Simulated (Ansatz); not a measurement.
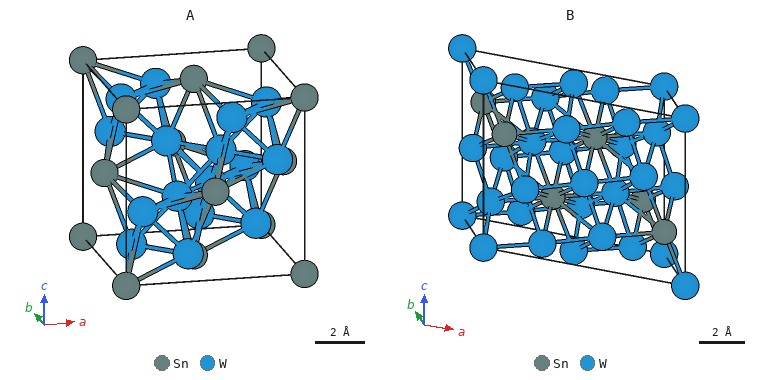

Two structures of SnW4, each relaxed to rest (conventional cells in solid outline, small ones repeated, not to one scale). Method: DFT PBE, scalar-relativistic, plane waves, PAW in Ansatz 0.2.0, without spin polarisation.

> Which structures are these?

A: 20 atoms a cell on a face-centred cubic lattice, F-43m. B: 20 atoms a cell on a base-centred monoclinic lattice, C2/m.

> Which is the more stable form at this level of theory?

B is lower, by 894 meV/atom at this level of theory (energies at zero smearing). Volumes: A 21.5, B 16.9 Å³/atom.

One or both may be structure types tried for this composition rather than known phases.
